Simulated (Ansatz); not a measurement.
**ZrBr: one crystal by all-electron and frozen-core methods**

Aim: solve ZrBr at one geometry with all-electron LAPW, PAW on the default files and datasets made for this crystal, and see where they agree.

Computed with Ansatz 0.2.0 (DFT PBEsol, scalar-relativistic, unless a step's input says otherwise).

1 further run of the same task is left out (it didn't finish).

### 1 The system as given

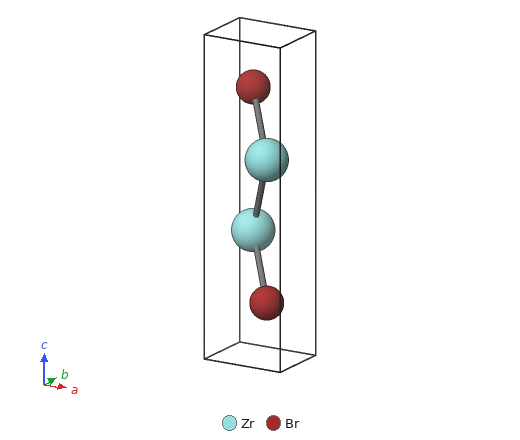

Start, viewed slightly off an axis; zirconium light teal, bromine red.

Coordinates:

```
Zr Br
1.0
     3.45439    0.00000    0.00000
    -1.72719    2.99159    0.00000
     0.00000    0.00000    9.98886
Zr Br
2 2
Direct
  0.66667 0.33333 0.62348
  0.33333 0.66667 0.37652
  0.66667 0.33333 0.18258
  0.33333 0.66667 0.81742
```

The cell is one relaxed in the Materials Project, used as it stands.

Atoms are numbered in the order of the input: Zr1, Zr2, Br3, Br4.

### 2 All-electron LAPW

File input.yaml:

```yaml
crystal:
  lattice:
    - [3.4543871541, 0.0, 0.0]
    - [-1.7271935771, 2.99158703, 0.0]
    - [0.0, 0.0, 9.98886383]
  atoms:
    - { symbol: Zr, position: [0.6666666667, 0.3333333333, 0.6234827] }
    - { symbol: Zr, position: [0.3333333333, 0.6666666667, 0.3765173] }
    - { symbol: Br, position: [0.6666666667, 0.3333333333, 0.18258149] }
    - { symbol: Br, position: [0.3333333333, 0.6666666667, 0.81741851] }
kpoints:
  mp_grid: { grid: [12, 12, 4] }
  band_path:
    path:
      - [0.0, 0.0, 0.0]
      - [0.5, 0.0, 0.0]
      - [0.3333333333, 0.3333333333, 0.0]
      - [0.0, 0.0, 0.0]
      - [0.0, 0.0, 0.5]
      - [0.5, 0.0, 0.5]
      - [0.3333333333, 0.3333333333, 0.5]
      - [0.0, 0.0, 0.5]
      - [0.5, 0.0, 0.5]
    npoints: 14
scf:
  occupations: { method: fermi_dirac, width: 0.08 }
hamiltonian:
  xc: pbesol
  pseudopotentials: { kind: all_electron, lapw: { basis_error: 0.001 } }
output:
  forces: true
  stress: true
  eigenvalues: true
  fatbands: true
  populations: true
  dos: { projected: true, de: 0.2, e_range: [-14, 8] }
```

Command:

```sh
$ ansatz run input.yaml --threads 1 --pin off --max-ram 4096MiB --backend cpu --events-out ev --progress --plain --runs-dir out
```

The program printed:

```text
Zr: projections on atomic orbitals take those of the free atom 1s2 2s2 2p6 3s2 3p6 3d10 4s2 4p6 4d2 5s2, of charge +0.00 (hamiltonian.pseudopotentials.projection_atoms)
Br: projections on atomic orbitals take those of the free atom 1s2 2s2 2p6 3s2 3p6 3d10 4s2 4p5, of charge +0.00 (hamiltonian.pseudopotentials.projection_atoms)
LAPW: plane waves up to 7.446 Å⁻¹, error target 1.0e-3 eV per atom; small_component_spin mean_spin; Br in spheres of 1.359 Å, 25 of its electrons in bands, Dirac shells []; Zr in spheres of 1.421 Å, 28 of its electrons in bands, Dirac shells []
Engine: ansatz 0.2.0
Pseudopotentials: kind: all_electron
Pseudopotential: Zr, LAPW, valence charge 28, Koelling and Harmon's equation, gaussian nucleus
Pseudopotential: Br, LAPW, valence charge 25, Koelling and Harmon's equation, gaussian nucleus
Functional definition: PBEsol
  exchange = pbesol_x
  correlation = pbesol_c
Crystal: 4 atoms, lattice volume = 103.226 Å³
Basis set: ecut = 211.2104163788198 eV, 689 PW (Γ), exchange–correlation at level 2
Bands: 64, of which v1, the nominal top of the filled ones, is band 53 counted from 1 (52 counted from 0)
Symmetry: 12 space group operations
Space group: P-3m1 (ITA 164), of the structure as read, at distance tolerance 4.7e-5 Å
k-points: 69 of 576
Non-local potential: Zr, projectors of the file, none
Non-local potential: Br, projectors of the file, none
Initial density: superposition of atomic densities (chi_scale 0.1, normalization cell, long waves of neutral atoms (reshape's long-wave potential 7.27 eV rms, cloud 2.95 Å wide))
Initial wavefunctions: plane waves of lowest kinetic energy (no species holds an atomic orbital)
Functional: x = pbesol(κ = 0.804, μ = 0.12345679012345678), c = pbesol(β = 0.046)
iter 1 solved again at ethr=6.24e-3 eV; its pass at ethr=1.00e-1 eV (dr2=6.61e0 eV) is discarded
SCF iter   1: F=—  HF=-337505.891265 eV  |F-HF|=—  |Δ(HF+E_count)|=         —  Δρ=2.59e-2  dr2=6.62e0  ethr=6.24e-3  ⟨swp⟩=2.0  Hψ=26413  notcnv=0
preconditioner: auto → LDOS  [metal: Δε(μ)=0.081 eV  Ē_g=9.031 eV  σ=0.080 eV  W_gap=0.25  n_scr=38 (ndim 8)  ℏωp=17.1 eV  f_vac=0.145  D(μ)=2.08/eV (n_scr^D=6)  β→1.0]
SCF iter   2: F=—  HF=-337505.845315 eV  |F-HF|=—  |Δ(HF+E_count)|=   4.59e-2  Δρ=2.80e-2  dr2=5.88e0  ethr=6.24e-3  ⟨swp⟩=3.1  Hψ=13982  notcnv=0
iter 3 solved again at ethr=4.80e-5 eV; its pass at ethr=5.55e-3 eV (dr2=5.09e-2 eV) is discarded
SCF iter   3: F=—  HF=-337504.737080 eV  |F-HF|=—  |Δ(HF+E_count)|=    1.11e0  Δρ=6.29e-3  dr2=5.08e-2  ethr=4.80e-5  ⟨swp⟩=2.0  Hψ=21466  notcnv=0
SCF iter   4: F=—  HF=-337504.736758 eV  |F-HF|=—  |Δ(HF+E_count)|=         —  Δρ=1.78e-3  dr2=8.26e-3  ethr=4.80e-5  ⟨swp⟩=2.0  Hψ=13190  notcnv=0
the basis was enlarged: its passes take 609.5 KiB over the memory plan, 1 of 1 planned eigensolver slots
SCF iter   5: F=—  HF=-337504.734116 eV  |F-HF|=—  |Δ(HF+E_count)|=   2.64e-3  Δρ=5.55e-4  dr2=3.30e-4  ethr=7.80e-6  ⟨swp⟩=3.0  Hψ=13453  notcnv=0
SCF iter   6: F=—  HF=-337504.734062 eV  |F-HF|=—  |Δ(HF+E_count)|=   5.33e-5  Δρ=1.69e-4  dr2=2.55e-5  ethr=3.12e-7  ⟨swp⟩=3.0  Hψ=13344  notcnv=0
SCF iter   7: F=—  HF=-337504.734063 eV  |F-HF|=—  |Δ(HF+E_count)|=   9.39e-8  Δρ=5.65e-5  dr2=2.13e-6  ethr=2.41e-8  ⟨swp⟩=2.9  Hψ=13287  notcnv=0
SCF iter   8: F=—  HF=-337504.734063 eV  |F-HF|=—  |Δ(HF+E_count)|=   7.98e-7  Δρ=1.15e-5  dr2=1.41e-7  ethr=2.01e-9  ⟨swp⟩=2.9  Hψ=13322  notcnv=0
SCF iter   9: F=-337504.734063 eV  HF=-337504.734063 eV  |F-HF|=1.59e-8  |Δ(HF+E_count)|=   8.90e-8  Δρ=3.88e-6  dr2=1.50e-8  ethr=1.33e-10  ⟨swp⟩=2.9  Hψ=13277  notcnv=0
SCF 1 converged in 9 iterations: F = -337504.734063 eV  dr2 = 1.50e-8
NSCF: frozen V_eff on 113 k-points
SCF converged after 9 iterations
Free energy (F): -337504.734063 eV
Harris-Foulkes:  -337504.734063 eV  (|F-HF|=1.59e-8)
Internal energy: -337504.687533 eV  (E = F + TS)
E sigma→0 (E₀):  -337504.710798 eV
Entropy (-TS):   -0.046530 eV (-11.633 meV/atom)
Fermi energy:    11.374556 eV
--- Per-component energies (eV) ---
  E_band       = -10772.671341
  E_kinetic    = 347471.500878
  E_xc         = -11037.382117
  E_electrostatic = -673938.806294  (all electrons and nuclei)
  E_smearing   = -0.046530  (= −TS)
  E_closure    = 0.000000  (closes the sum)
  E_atoms      = -337481.430609  (free atoms, spherical and without spin; not in F)
  Σ components = -337504.734063   (vs F -337504.734063, Δ=0.00e0)
  Basis errors (estimates in eV, not in F): energy 4.3e-4 per atom: plane waves 3.8e-4 (2.1e-4 summed), levels above the bands 3.1e-38, relativity 2.8e-8, radial functions 4.3e-5, core shells 4.4e-7; eigenvalues (radial functions only) 1.5e-6; not estimated: angular momenta, meshes, grids; target (lapw.basis_error) 1.0e-3; muffin-tin radii Br 1.359 Å, Zr 1.421 Å
--- Forces (eV/Å), atoms counted from 1 ---
  atom   1  Zr    -0.00000000    -0.00000000     0.15572544
  atom   2  Zr     0.00000000     0.00000000    -0.15572544
  atom   3  Br     0.00000000     0.00000000     0.28906779
  atom   4  Br     0.00000000    -0.00000000    -0.28906779
  max |Σ_I F_I| component: 1.39e-17 eV/Å
--- Stress (GPa, compression-positive) ---
       -3.103317      -0.000000      -0.000000
       -0.000000      -3.103317      -0.000000
        0.000000      -0.000000      -2.316893
  P = ⅓ Tr σ = -2.8412 GPa (-28.412 kbar)
--- Band table (eV; the first three rows and the last of 69) ---
  k-point 0: bands = ["-300.4555", "-300.4555", "-300.4555", "-300.4555", "-300.4523", "-300.4523", "-221.6640", "-221.6640", "-157.8874", "-157.8874", "-157.8874", "-157.8874", "-157.8769", "-157.8769", "-157.8769", "-157.8769", "-157.8760", "-157.8760", "-157.2996", "-157.2996", "-157.2802", "-157.2802", "-157.2802", "-157.2802", "-50.8229", "-50.8229", "-50.8198", "-50.8198", "-50.8198", "-50.8198", "-50.8034", "-50.8034", "-50.8034", "-50.8034", "-37.7727", "-37.6979", "-16.0816", "-15.6457", "-15.6264", "-15.6264", "-15.5383", "-15.5383", "-5.5077", "-5.3938", "5.0287", "5.9894", "8.5455", "8.5455", "8.5880", "8.5880", "8.8705", "10.0303", "11.9657", "11.9657", "12.1327", "12.3642", "12.3642", "14.0418", "14.0418", "14.3807", "14.3807", "15.2222", "15.6547", "17.7690"]
  k-point 1: bands = ["-300.4555", "-300.4555", "-300.4555", "-300.4555", "-300.4523", "-300.4523", "-221.6640", "-221.6640", "-157.8874", "-157.8874", "-157.8874", "-157.8874", "-157.8769", "-157.8769", "-157.8769", "-157.8769", "-157.8760", "-157.8760", "-157.2996", "-157.2996", "-157.2802", "-157.2802", "-157.2802", "-157.2802", "-50.8229", "-50.8229", "-50.8198", "-50.8198", "-50.8198", "-50.8198", "-50.8034", "-50.8034", "-50.8034", "-50.8034", "-37.7727", "-37.6979", "-16.0816", "-15.6457", "-15.6264", "-15.6264", "-15.5383", "-15.5383", "-5.4969", "-5.4050", "5.1382", "5.8137", "8.5286", "8.5286", "8.6059", "8.6059", "9.0715", "9.9028", "11.9672", "11.9672", "12.1458", "12.3558", "12.3558", "14.0475", "14.0475", "14.3844", "14.3844", "14.8622", "16.0396", "17.8279"]
  k-point 2: bands = ["-300.4555", "-300.4555", "-300.4555", "-300.4555", "-300.4523", "-300.4523", "-221.6640", "-221.6640", "-157.8874", "-157.8874", "-157.8874", "-157.8874", "-157.8769", "-157.8769", "-157.8769", "-157.8769", "-157.8760", "-157.8760", "-157.2996", "-157.2996", "-157.2802", "-157.2802", "-157.2802", "-157.2802", "-50.8229", "-50.8229", "-50.8198", "-50.8198", "-50.8198", "-50.8198", "-50.8034", "-50.8034", "-50.8034", "-50.8034", "-37.7727", "-37.6979", "-16.0816", "-15.6458", "-15.6264", "-15.6264", "-15.5383", "-15.5383", "-5.4825", "-5.4199", "5.3709", "5.5204", "8.5174", "8.5174", "8.6181", "8.6181", "9.3856", "9.6566", "11.9687", "11.9687", "12.1599", "12.3473", "12.3473", "14.0532", "14.0532", "14.3881", "14.3881", "14.6553", "16.2650", "17.9092"]
  k-point 68: bands = ["-300.4555", "-300.4555", "-300.4555", "-300.4555", "-300.4523", "-300.4523", "-221.6640", "-221.6640", "-157.8874", "-157.8874", "-157.8874", "-157.8874", "-157.8769", "-157.8769", "-157.8769", "-157.8769", "-157.8760", "-157.8760", "-157.2996", "-157.2996", "-157.2802", "-157.2802", "-157.2802", "-157.2802", "-50.8226", "-50.8226", "-50.8199", "-50.8199", "-50.8199", "-50.8199", "-50.8031", "-50.8031", "-50.8031", "-50.8030", "-37.6928", "-37.6928", "-15.9740", "-15.9740", "-15.9241", "-15.7510", "-15.6631", "-15.6631", "-4.6232", "-4.6232", "5.6637", "5.7186", "5.8945", "5.8945", "6.7298", "6.7298", "10.0264", "10.6452", "10.6452", "12.2404", "12.2851", "14.2413", "14.4615", "14.4615", "14.6407", "14.6407", "17.0614", "17.0614", "17.9459", "18.7996"]
--- Löwdin populations: 4 sites ---
  site symbol       q [e]
     0     Zr     39.7381
     1     Zr     39.7381
     2     Br     35.1347
     3     Br     35.1347
  spilling = 0.001697 (of n_electrons = 150.000000)
```

It took 2.9 min on 1 thread of Arm Neoverse V1, shared host; peak memory 0.69 GiB.

This run gives: pressure -2.84 GPa; no gap; largest force 0.289 eV/Å.

Levels at the path's labelled points, in eV from the Fermi level:

```csv
point,band 50,band 51,band 52,band 53,band 54,band 55,band 56
Γ,-2.79,-2.50,-1.34,0.59,0.59,0.76,0.99
M,-3.57,-1.65,-1.27,-1.14,0.72,1.33,3.10
K,-4.66,-1.35,-0.70,-0.70,0.74,0.94,3.03
Γ,-2.79,-2.50,-1.34,0.59,0.59,0.76,0.99
A,-2.76,-1.99,-1.72,0.59,0.59,0.79,0.97
L,-3.64,-1.59,-1.41,-1.14,0.71,1.37,2.84
H,-4.64,-1.35,-0.73,-0.73,0.87,0.91,2.87
A,-2.76,-1.99,-1.72,0.59,0.59,0.79,0.97
L,-3.64,-1.59,-1.41,-1.14,0.71,1.37,2.84
```

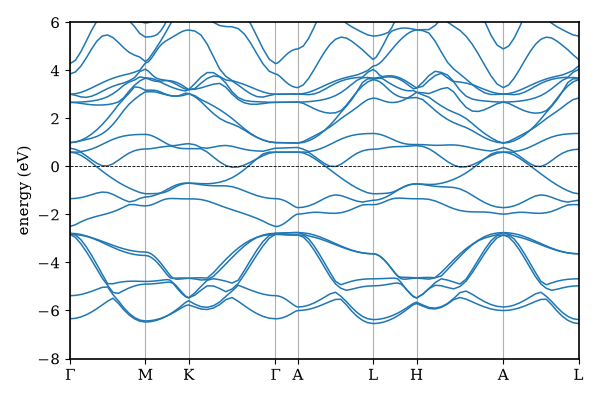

Bands along the path, counted from its Fermi level.

States per cell in windows of 1 eV (zero at the Fermi level; grid of 0.20 eV, so sharp peaks spill over the borders):

```csv
from,to,total,Zr 4d,Br 4p,Zr 5s
-7,-6,0.96,0.10,0.79,0.05
-6,-5,3.41,0.33,2.71,0.27
-5,-4,4.39,0.59,3.53,0.14
-4,-3,2.75,0.37,2.31,0.03
-3,-2,0.57,0.08,0.45,0.03
-2,-1,3.05,1.95,0.43,0.54
-1,0,2.58,2.20,0.19,0.08
0,1,2.98,2.61,0.12,0.10
1,2,2.47,2.09,0.26,0.03
2,3,3.44,2.71,0.37,0.08
3,4,6.33,5.23,0.46,0.22
4,5,1.07,0.46,0.05,0.27
```

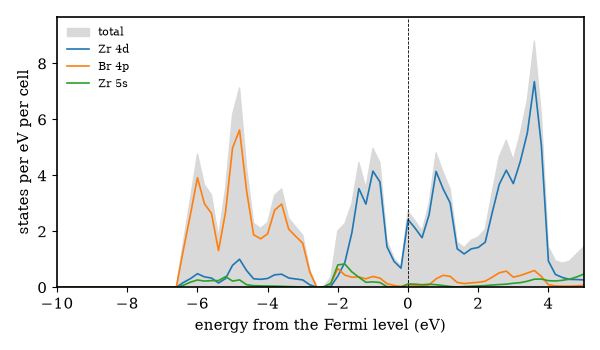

Density of states, total and projected.

[end of part 1 of 2]
